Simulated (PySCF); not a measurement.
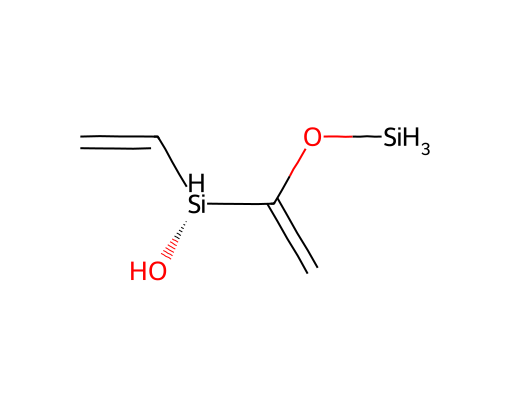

Computed geometry: GFN2-xTB optimisation. No frequency run is at hand to confirm it as a minimum. Method: PBE0/pcSseg-1, gas phase (PySCF 2.14.0).

### Give the dipole moment at this level.

1.95 D.

### What is the LUMO energy (Kohn–Sham orbital)?

−0.38 eV.

### What is the HOMO energy (Kohn–Sham orbital)?

−7.17 eV.

The geometry is semi-empirical. Around Si such bond lengths and angles can be off by a tenth of an ångström or more and by several degrees, and values that hang on the shape move with them.
